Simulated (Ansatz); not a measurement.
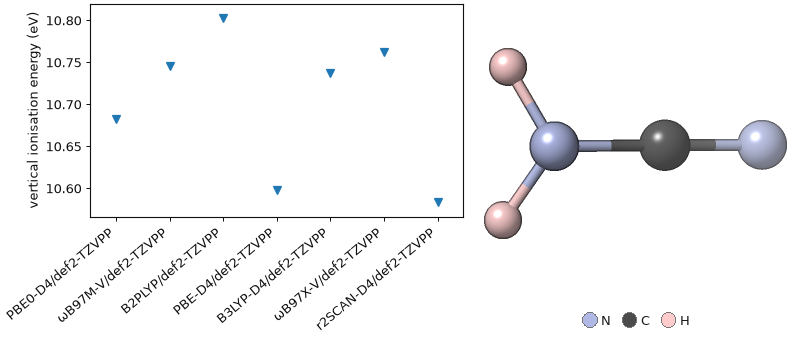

Vertical ionisation energy of CH₂N₂, SMILES N#CN, taken as the energy of the cation less that of the neutral at fixed geometry (unrestricted doublet cation, cores frozen in correlated methods, no spin-orbit coupling), the Ansatz code, at a PBE0-D4/def2-TZVP geometry (a minimum by its frequencies).

### What range do the values span?

From 10.58 eV (r2SCAN-D4/def2-TZVPP) to 10.80 eV (B2PLYP/def2-TZVPP).

### Give the values.

```tsv
level	eV
PBE0-D4/def2-TZVPP	10.68
ωB97M-V/def2-TZVPP	10.75
B2PLYP/def2-TZVPP	10.80
PBE-D4/def2-TZVPP	10.60
B3LYP-D4/def2-TZVPP	10.74
ωB97X-V/def2-TZVPP	10.76
r2SCAN-D4/def2-TZVPP	10.58
```
